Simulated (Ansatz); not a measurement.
# One shape, several levels: doublet [O2]−

Wanted: a comparison of 6 runs (UHF/STO-3G, UB3LYP/aug-cc-pVTZ, UBHLYP/aug-cc-pVTZ, UBLYP/aug-cc-pVTZ, UCAM-B3LYP/aug-cc-pVTZ, UHSE06/aug-cc-pVTZ) of doublet [O2]−. 

Program for the calculation: Ansatz 0.2.0.

24 further runs of the same task are left out: 1 that didn't finish, 23 set aside as unsound or not needed.

**1. The system as given**

[O2]− has 2 atoms, charge -1, and is taken as a doublet. SMILES of the parent species: `O=O`. The coordinates come from a PBE0-D4/def2-TZVP relaxation. That shape belongs to the parent species and isn't relaxed for this state.

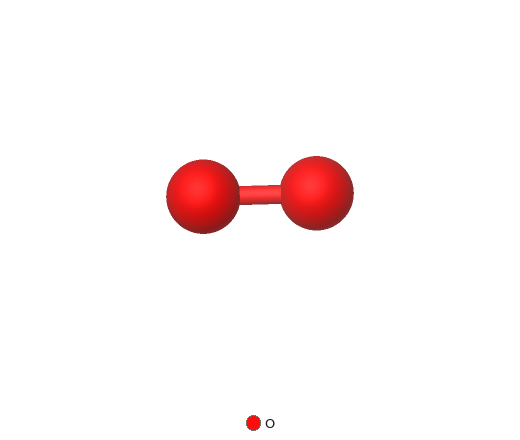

The structure, seen from a chosen angle (oxygen red).

**2. The energy at UHF/STO-3G (run 1)**

Contents of run.yaml:

```yaml
crystal:
  periodic: [false, false, false]
  atoms:
    - symbol: O
      position_ang: [0.509550, -0.164850, 0.262450]
    - symbol: O
      position_ang: [-0.509550, 0.164850, -0.262450]
basis:
  gaussian: {orbitals: STO-3G}
total_charge: -1
magnetization: {spin_polarized: true, initial_magnetization: 1}
hamiltonian: {xc: hf}
accuracy: high
output: {orbitals: {seedname: orbitals}}
```

On the command line:

```sh
ansatz run run.yaml --threads 1 --pin off --max-ram 3480MiB --events-out events.jsonl --progress --plain --runs-dir runs
```

Log:

```text
Warning: RAYON_NUM_THREADS=1 ignored (pool sized by the plan → 1); use --threads N
Functional definition: HF
  name "HF"
  exchange = exact_x
  correlation = 0
149 factors; integrals over basis functions are off by at most 4.0e-8 eV
mean field evaluation 1: about -4009.4938 eV, gradient 5.7e0 eV
mean field evaluation 2: about -4009.6193 eV, gradient 5.8e0 eV
mean field evaluation 4: about -4009.7706 eV, gradient 1.5e-1 eV
mean field evaluation 8: about -4009.7706 eV, gradient 9.3e-6 eV
mean field -4009.77055804 eV, -147.3563500880 hartree, gradient 1.6e-8 eV, S^2 0.750755; 0 other end points of the search recorded, 0 dependent functions left out
reference -4009.77055804 eV, -147.3563500880 hartree; 9, 8 occupied and 1, 2 virtual orbitals, 149 factors
Total energy: -4009.77055804 eV, -147.3563500880 hartree
```

It took 0.06 s on 1 thread of Arm Neoverse V1, shared host.

**3. A single-point energy at UB3LYP/aug-cc-pVTZ (run 2)**

Contents of in.yaml:

```yaml
basis:
  gaussian:
    orbitals: aug-cc-pVTZ
crystal:
  periodic: [false, false, false]
  atoms:
    - {symbol: O, position_ang: [0.509550, -0.164850, 0.262450]}
    - {symbol: O, position_ang: [-0.509550, 0.164850, -0.262450]}
total_charge: -1
magnetization:
  spin_polarized: true
  initial_magnetization: 1
hamiltonian:
  xc: {name: B3LYP}
accuracy: high
output:
  orbitals: {seedname: orbitals}
```

On the command line:

```sh
ansatz run in.yaml --threads 1 --pin off --max-ram 3480MiB --events-out events.jsonl --progress --plain --runs-dir runs
```

Log:

```text
Warning: RAYON_NUM_THREADS=1 ignored (pool sized by the plan → 1); use --threads N
Functional definition: B3LYP
  name "B3LYP"
  parameter a0 = 0.2
  parameter ax = 0.72
  parameter ac = 0.81
  exchange = (1 - a0 - ax)*slater_x + ax*b88_x + a0*exact_x
  correlation = (1 - ac)*vwn_rpa_c + ac*lyp_c
1291 factors; integrals over basis functions are off by at most 3.5e-9 eV
mean field evaluation 1: about -4079.2264 eV, gradient 4.9e1 eV
mean field evaluation 2: about -4075.0799 eV, gradient 7.2e1 eV
mean field evaluation 4: about -4091.9784 eV, gradient 1.7e0 eV
mean field evaluation 8: about -4092.0896 eV, gradient 3.2e-1 eV
mean field evaluation 16: about -4092.0900 eV, gradient 2.1e-4 eV
mean field evaluation 32: about -4090.0851 eV, gradient 2.4e-7 eV
mean field -4092.08999850 eV, -150.3815337265 hartree, gradient 2.1e-8 eV, S^2 0.755905; 2 other end points of the search recorded, 0 dependent functions left out
reference -4092.09002186 eV, -150.3815345852 hartree; 9, 8 occupied and 83, 84 virtual orbitals, 1291 factors
Total energy: -4092.09002186 eV, -150.3815345852 hartree
```

Wall time 7.8 s (1 thread of Arm Neoverse V1, shared host); peak memory 0.22 GiB.

Runs 3 to 5 aren't shown in full; the table further down has their settings and results.

**4. A single-point energy at UHSE06/aug-cc-pVTZ (run 6)**

Contents of molecule.yaml:

```yaml
crystal:
  periodic: [false, false, false]
  atoms:
    - {symbol: O, position_ang: [0.509550, -0.164850, 0.262450]}
    - {symbol: O, position_ang: [-0.509550, 0.164850, -0.262450]}
basis:
  gaussian:
    orbitals: aug-cc-pVTZ
magnetization:
  spin_polarized: true
  initial_magnetization: 1
output:
  orbitals: {seedname: orbitals}
hamiltonian:
  xc: hse06
total_charge: -1
accuracy: high
```

On the command line:

```sh
ansatz run molecule.yaml --threads 1 --pin off --max-ram 3480MiB --events-out events.jsonl --progress --plain --runs-dir runs
```

Log:

```text
Warning: RAYON_NUM_THREADS=1 ignored (pool sized by the plan → 1); use --threads N
Functional definition: HSE06
  name "HSE06"
  parameter a = 0.25
  parameter omega = 0.11/bohr
  exchange = pbe_x - a*pbe_x_sr(omega) + a*exact_x_sr(omega)
  correlation = pbe_c
1291 factors; integrals over basis functions are off by at most 3.5e-9 eV
79 factors; integrals over basis functions are off by at most 8.5e-10 eV
mean field evaluation 1: about -4074.7041 eV, gradient 4.9e1 eV
mean field evaluation 2: about -4071.2662 eV, gradient 7.0e1 eV
mean field evaluation 4: about -4087.3950 eV, gradient 1.7e0 eV
mean field evaluation 8: about -4087.5283 eV, gradient 3.1e-1 eV
mean field evaluation 16: about -4087.5287 eV, gradient 1.8e-4 eV
mean field evaluation 32: about -4085.6988 eV, gradient 4.7e-5 eV
mean field -4087.52872662 eV, -150.2139100767 hartree, gradient 4.1e-9 eV, S^2 0.756230; 2 other end points of the search recorded, 0 dependent functions left out
reference -4087.52872888 eV, -150.2139101598 hartree; 9, 8 occupied and 83, 84 virtual orbitals, 1291 factors
Total energy: -4087.52872888 eV, -150.2139101598 hartree
```

Wall time 8.4 s (1 thread of Arm Neoverse V1, shared host); peak memory 0.23 GiB.

**5. All runs side by side**

| run | level | energy (Eh) | HOMO energy (eV) | LUMO energy (eV) | ⟨S²⟩ | wall time |
| --- | --- | --- | --- | --- | --- | --- |
| 1 | UHF/STO-3G | -147.356350 | 7.49 | 23.14 | 0.751 | 0.06 s |
| 2 | UB3LYP/aug-cc-pVTZ | -150.381535 | 3.12 | 5.70 | 0.756 | 7.8 s |
| 3 | UBHLYP/aug-cc-pVTZ | -150.300050 | 1.50 | 6.26 | 0.761 | 7.8 s |
| 4 | UBLYP/aug-cc-pVTZ | -150.372343 | 4.30 | 4.65 | 0.754 | 15 s |
| 5 | UCAM-B3LYP/aug-cc-pVTZ | -150.338313 | 1.44 | 6.36 | 0.756 | 7.8 s |
| 6 | UHSE06/aug-cc-pVTZ | -150.213910 | 3.43 | 5.61 | 0.756 | 8.4 s |

**6. What came out**

| quantity | value |
| --- | --- |
| run 6: total energy | -150.21391 Eh |
| run 6: HOMO energy (highest over α and β) | 3.43 eV |
| run 6: LUMO energy (lowest over α and β) | 5.61 eV |
| run 6: ⟨S²⟩ | 0.756 |

What this shows: Totals of different functionals can't be ranked against each other. In runs 1, 2, 3, 4, 5, 6 the HOMO lies above zero, so the outermost electron may be held by the basis alone. In run 1 the basis is minimal, so the values are rough. All runs together took 47 s, the longest 15 s.
